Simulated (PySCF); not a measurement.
# H3O, charge +1, SMILES `[OH3+]`: electronic structure

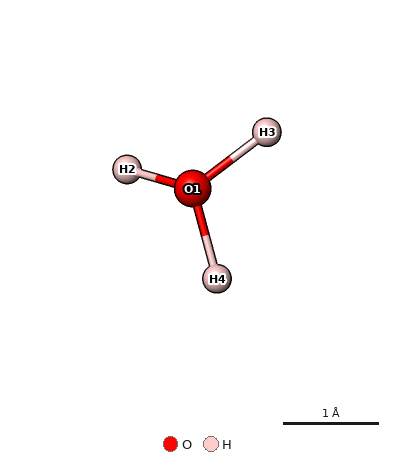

The molecule, with its atoms numbered as below. No frequency check shows the geometry to be a minimum.

Cartesian coordinates (Å):

```
O1       0.0000    0.0000    0.0775
H2       0.8530   -0.3989   -0.2067
H3      -0.7720   -0.5392   -0.2067
H4      -0.0810    0.9382   -0.2067
```

### 1. Bonding charge

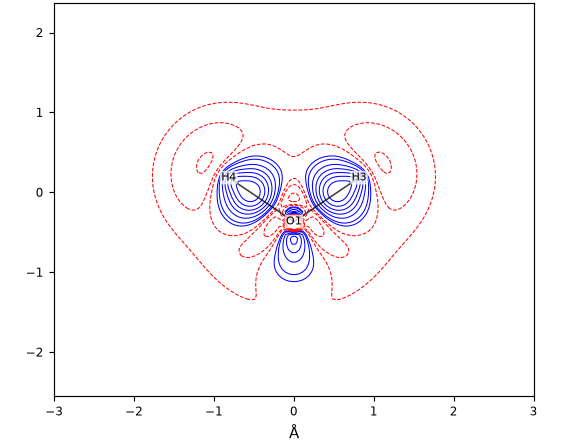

Deformation density (molecule less spherical, spin-averaged free atoms) in the plane of O1, H3 and H4; contours at ±0.05 to ±0.8 e/Å³; solid blue lines: gain, dashed red lines: loss.

Method: r2SCAN/aug-cc-pVDZ; geometry: GFN2-xTB; program: PySCF.

**Describe the bonding that the map shows.**

O1–H4 and O1–H3: +0.64 e/Å³ at the bond critical point (bond length 0.98 Å). In all, 0.4 electrons gather in the regions of gain relative to the promolecule of neutral atoms (the regions of loss give up this much and the cation's charge besides).

**Where do the Hirshfeld charges lie?**

The highest Hirshfeld charge is on H2, H3 and H4 (+0.32 e), the lowest on O1 (+0.05 e).

```json
{"atom": "O1", "charge (e)": "+0.05"}
{"atom": "H2", "charge (e)": "+0.32"}
{"atom": "H3", "charge (e)": "+0.32"}
{"atom": "H4", "charge (e)": "+0.32"}
```

### 2. Bond critical points

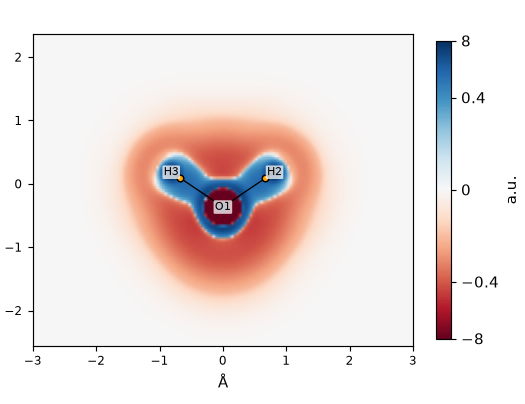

Negative Laplacian of the density (−∇²ρ) in the plane of O1, H2 and H3 (blue positive, red negative, colour scale in a.u., logarithmic beyond ±0.04), with bond paths and bond critical points (dots).

**At which bond critical points in this plane is charge locally concentrated, and at which depleted?**

Concentrated (∇²ρ < 0): O1–H2 and O1–H3 (−2.34 a.u.). At none is it depleted.

**Where along O1–H2 does the critical point lie?**

0.81 Å from O1 and 0.17 Å from H2.

### 3. Local ionisation energy

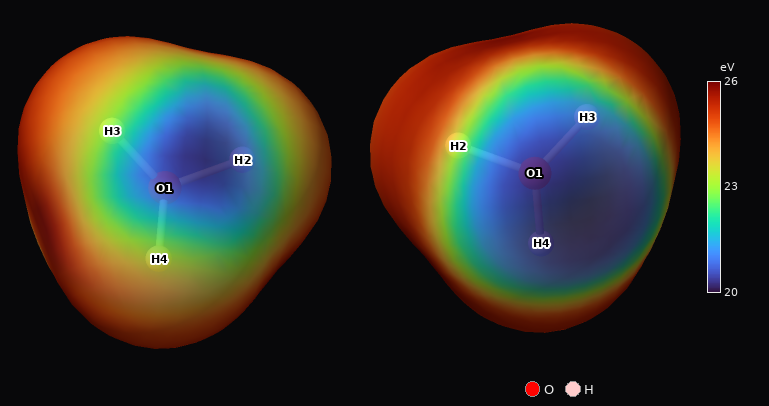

Average local ionisation energy on the surface of electron density 0.001 a.u. (back view left, front view right).

**Locate the minima of the map.**

The lowest value is 20.2 eV, 1.7 Å from O1. Further minima include 20.2 eV, near H2 (1.72 Å), H3 (1.73 Å), O1 (1.77 Å) and H4 (1.84 Å). For comparison, the highest occupied orbital lies at −19.1 eV.

### 4. Excited states

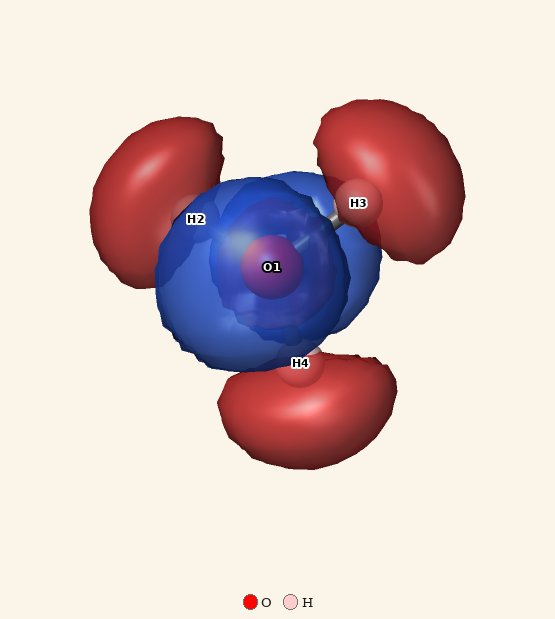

Unrelaxed difference density of S₁ less the ground state (TDA singlet states), ±0.03 e/Å³; red: gain, blue: loss.

Level of theory: B3LYP/def2-SVPD (PySCF), at a geometry from GFN2-xTB.

**How does the charge move on excitation?**

0.80 e is displaced in all, of which about 0.6 e passes between atoms: O1 (0.57 e) loses electrons and H2, H3 and H4 (0.19 e each) gain them. The state: 11.40 eV (109 nm), f = 0.041, partly diffuse acceptor orbital; the leading pair carries 100 %; hole on O1 (84 %) and H2, H3 and H4 (5 % each), electron on O1 (28 %) and H2, H3 and H4 (24 % each) (atom shares of so diffuse an orbital are rough); their centroids lie 0.5 Å apart.

### 5. In an electric field

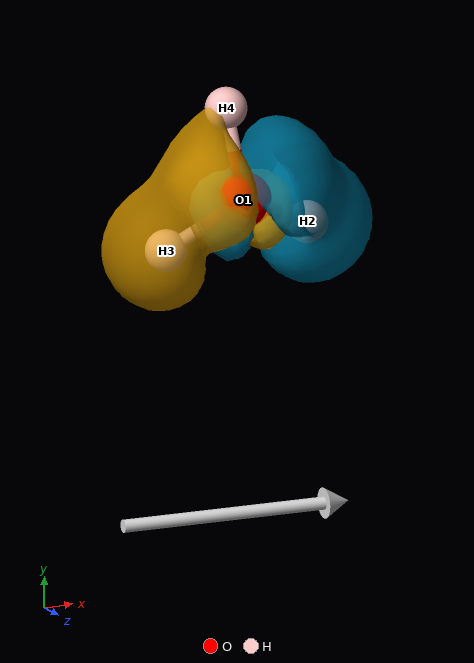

Change of the electron density in a uniform field of 0.51 V/Å along +x (arrow), surfaces at ±0.003 e/Å³ (yellow: gain, teal: loss).

Computed with PySCF, LDA (SVWN)/6-31+G*, geometry: GFN2-xTB. The basis has diffuse s and p functions alone, which still leaves polarisabilities too small, most of all across bonds.

**What dipole is induced, and what polarisability does it imply?**

The induced dipole is 0.15 D (along the field); α along this axis, from the fields in both directions, is 6 bohr³ (0.9 Å³).

**Which atoms gain and lose the most charge?**

Electrons gather most on H3 (Hirshfeld charge changes by −0.009 e) and leave H2 most (+0.009 e); 0.022 electrons are displaced in all.

### 6. Removing or adding an electron

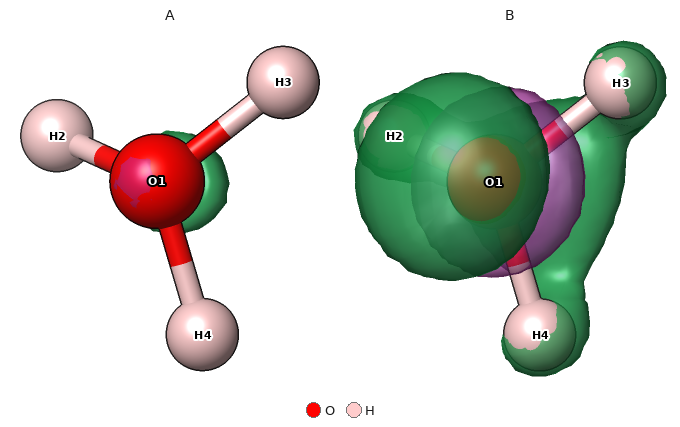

The two Fukui functions at ±0.15 e/Å³ (green positive, purple negative).

Level of theory: TPSSh/cc-pVDZ (PySCF), at a geometry from GFN2-xTB.

**Which panel is f⁻ (electron removed) and which f⁺ (electron added)?**

A is f⁺, B is f⁻. f⁻ (Hirshfeld-condensed) is largest on O1 (0.58); the vertical ionisation energy is 24.54 eV. f⁺ (Hirshfeld-condensed) is largest on H2, H3 and H4 (0.27 each) and O1 (0.19); the vertical electron affinity is 4.45 eV (the stability of the neutral species's solution wasn't checked; rough: the basis has no diffuse functions).

**What chemical potential and hardness follow from the two energies?**

μ = −(I + A)/2 = −14.49 eV and η = I − A = 20.09 eV.

### 7. Localised orbitals

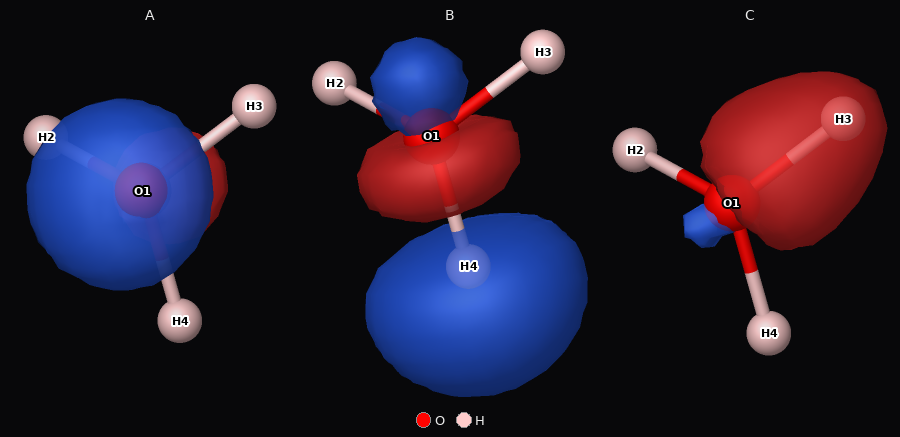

Intrinsic bond orbitals (IBO), occupied and valence-virtual; each surface holds about 70 % of the orbital's density. Energies are diagonal elements of the Fock matrix.

Level of theory: B3LYP/cc-pVTZ (PySCF), at a geometry from GFN2-xTB.

**Identify each orbital.**

By panel:
- A: lone pair on O1 (sp6.7-type) (O1 100 %; −21.1 eV)
- B: σ* orbital H4–O1, mostly on H4 (H4 74 %, O1 26 %; −3.3 eV)
- C: σ bond O1–H3 (O1 74 %, H3 26 %; −30.0 eV)

**Which has the smallest and which the largest spatial spread?**

Smallest: C (0.66 Å); largest: B (0.98 Å).

**How do all the valence pairs divide up?**

4 pairs: 3 σ bonds and 1 lone pair.

The PySCF runs shown took 4.8 s, 15 s, 3.2 s, 23 s and 3.5 s on 1 thread of Arm Neoverse N1, on a shared host.
